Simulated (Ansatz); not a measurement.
**C₂H₅FOSi: a changed input and its effect**

System: C₂H₅FOSi.
Method of run A: RKS PBE-D4/def2-TZVPP (Ansatz 0.2.0).

The geometry comes from this level: PBE0-D4/def2-TZVP. Text and figures count atoms from 1; the logs count them from 0 in places.

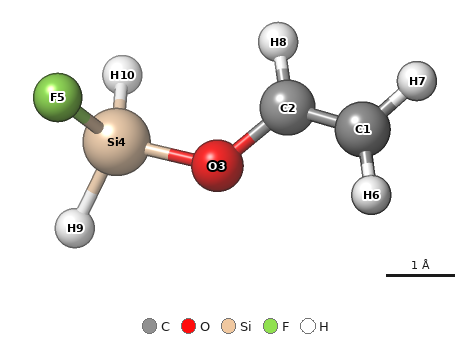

Fig. 1: The structure (ball-and-stick view, seen at a tilt; atoms are numbered from 1 in the order of the input). Bond lengths as drawn: C–C 1.32 Å, C–H 1.08 to 1.09 Å, C–O 1.36 Å, F–Si 1.59 Å, H–Si 1.47 to 1.48 Å and O–Si 1.63 Å.

### The input, run A
```yaml
crystal:
  periodic: [false, false, false]
  atoms:
    - {symbol: C, position_ang: [-1.828978, 0.555310, 0.855683]}
    - {symbol: C, position_ang: [-0.797390, -0.123451, 0.384687]}
    - {symbol: O, position_ang: [0.167905, 0.454083, -0.379975]}
    - {symbol: Si, position_ang: [1.590352, -0.216548, -0.826138]}
    - {symbol: F, position_ang: [2.654228, -0.097713, 0.352691]}
    - {symbol: H, position_ang: [-1.943966, 1.614031, 0.661525]}
    - {symbol: H, position_ang: [-2.576399, 0.047084, 1.448262]}
    - {symbol: H, position_ang: [-0.670135, -1.188469, 0.572568]}
    - {symbol: H, position_ang: [2.080887, 0.565793, -1.973153]}
    - {symbol: H, position_ang: [1.406598, -1.661421, -1.093151]}
basis:
  gaussian: {orbitals: def2-TZVPP}
hamiltonian: {xc: pbe, dispersion: d4}
output: {forces: true, orbitals: {seedname: orbitals}}
```

Launched with:
```bash
ansatz run in.yaml --threads 4 --pin off --events-out ev --progress --plain --max-ram 10444MiB
```

Hardware: 4 threads of Arm Neoverse V1, 23 GiB of memory available, shared host.

### Output (run A)
```
Functional definition: PBE
  parameter kappa = 0.804
  parameter beta = 0.06672455060314922
  exchange = pbe_x(kappa = kappa, mu = beta*pi^2/3)
  correlation = pbe_c(beta = beta)
1250 factors; their error is unknown
mean field evaluation 1: about -14779.7711 eV, gradient 7.4e1 eV
mean field evaluation 2: about -14751.8976 eV, gradient 1.4e2 eV
mean field evaluation 4: about -14789.9258 eV, gradient 1.6e1 eV
mean field evaluation 8: about -14790.4514 eV, gradient 2.0e-1 eV
mean field evaluation 16: about -14790.4229 eV, gradient 8.2e-3 eV
mean field -14790.42286227 eV, -543.5380148797 hartree, gradient 3.4e-5 eV, S^2 0.000000; 0 other end points of the search recorded, 0 dependent functions left out
the calculation of the forces begins
reference -14790.42290447 eV, -543.5380164306 hartree; 24, 24 occupied and 212, 212 virtual orbitals, 1250 factors
Total energy: -14790.60388923 eV, -543.5446674979 hartree
Atom 0 at    -1.828978     0.555310     0.855683 Å, force    -0.344806     0.216475     0.156256 eV/Å
Atom 1 at    -0.797390    -0.123451     0.384687 Å, force     0.089630    -0.316316     0.027524 eV/Å
Atom 2 at     0.167905     0.454083    -0.379975 Å, force    -0.089496     0.460480    -0.180781 eV/Å
Atom 3 at     1.590352    -0.216548    -0.826138 Å, force     0.046062    -0.212705    -0.428652 eV/Å
Atom 4 at     2.654228    -0.097713     0.352691 Å, force     0.448678     0.047353     0.472835 eV/Å
Atom 5 at    -1.943966     1.614031     0.661525 Å, force    -0.037251     0.224093    -0.031575 eV/Å
Atom 6 at    -2.576399     0.047084     1.448262 Å, force    -0.164729    -0.094539     0.125241 eV/Å
Atom 7 at    -0.670135    -1.188469     0.572568 Å, force     0.035139    -0.248649     0.041005 eV/Å
Atom 8 at     2.080887     0.565793    -1.973153 Å, force     0.041871     0.104292    -0.141327 eV/Å
Atom 9 at     1.406598    -1.661421    -1.093151 Å, force    -0.025097    -0.180484    -0.040526 eV/Å
Dipole moment:    -0.122212    -0.165631    -0.128897 e Å
```

For run B the input was changed thus:
```diff
-hamiltonian: {xc: pbe, dispersion: d4}
+hamiltonian: {xc: r2scan, dispersion: d4}
```

Predict how the results change.

The total energies belong to different models, so their difference says nothing on which is more stable or more accurate. The largest force goes from 0.654 to 0.273 eV/Å. The HOMO goes from −6.08 to −6.28 eV. The LUMO goes from −0.75 to −0.47 eV. The dipole moment goes from 1.17 to 1.21 D.

### Output (run B)
```
Functional definition: r2SCAN
  parameter k0 = 0.174
  parameter k1 = 0.065
  parameter a1 = 4.9479
  exchange = r2scan_x(k0 = k0, k1 = k1, a1 = a1)
  correlation = r2scan_c
1250 factors; their error is unknown
mean field evaluation 1: about -14789.4528 eV, gradient 6.8e1 eV
mean field evaluation 2: about -14776.3251 eV, gradient 1.1e2 eV
mean field evaluation 4: about -14798.0381 eV, gradient 8.4e0 eV
mean field evaluation 8: about -14798.1888 eV, gradient 2.8e-1 eV
mean field evaluation 16: about -14798.1571 eV, gradient 5.6e-4 eV
mean field -14798.15706086 eV, -543.8222414356 hartree, gradient 7.3e-5 eV, S^2 0.000000; 0 other end points of the search recorded, 0 dependent functions left out
the calculation of the forces begins
reference -14798.15707297 eV, -543.8222418806 hartree; 24, 24 occupied and 212, 212 virtual orbitals, 1250 factors
Total energy: -14798.20248732 eV, -543.8239108273 hartree
Atom 0 at    -1.828978     0.555310     0.855683 Å, force    -0.188389     0.134767     0.079231 eV/Å
Atom 1 at    -0.797390    -0.123451     0.384687 Å, force    -0.061479    -0.242390     0.110261 eV/Å
Atom 2 at     0.167905     0.454083    -0.379975 Å, force     0.139002     0.169421    -0.141220 eV/Å
Atom 3 at     1.590352    -0.216548    -0.826138 Å, force     0.058498    -0.059507    -0.082212 eV/Å
Atom 4 at     2.654228    -0.097713     0.352691 Å, force     0.018574     0.008018     0.033768 eV/Å
Atom 5 at    -1.943966     1.614031     0.661525 Å, force     0.004847    -0.016123     0.000830 eV/Å
Atom 6 at    -2.576399     0.047084     1.448262 Å, force     0.021682     0.005901    -0.014526 eV/Å
Atom 7 at    -0.670135    -1.188469     0.572568 Å, force     0.019241    -0.009296    -0.008735 eV/Å
Atom 8 at     2.080887     0.565793    -1.973153 Å, force    -0.015691    -0.021757     0.025628 eV/Å
Atom 9 at     1.406598    -1.661421    -1.093151 Å, force     0.003715     0.030967    -0.003023 eV/Å
Dipole moment:    -0.125831    -0.172143    -0.132203 e Å
```

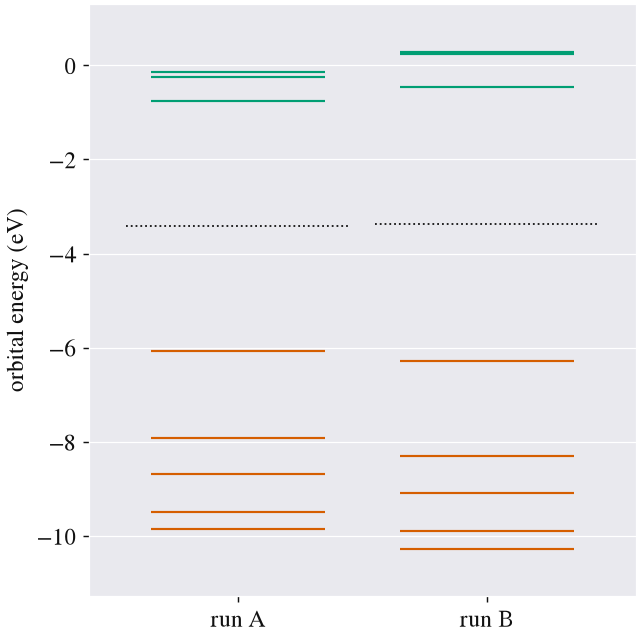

Fig. 2: The five highest filled and three lowest empty orbital energies of the two runs; the dotted lines part filled from empty levels. The HOMO–LUMO gap is 5.33 eV in run A and 5.82 eV in run B.

### The two runs side by side

```csv
quantity,run A,run B
outcome,converged,converged
total energy (hartree),−543.544667,−543.823911
HOMO (eV),−6.08,−6.28
LUMO (eV),−0.75,−0.47
dipole moment (D),1.17,1.21
largest force (eV/Å),0.654,0.273
basis functions,236,236
wall time (shared host),2 s,3.8 s
```
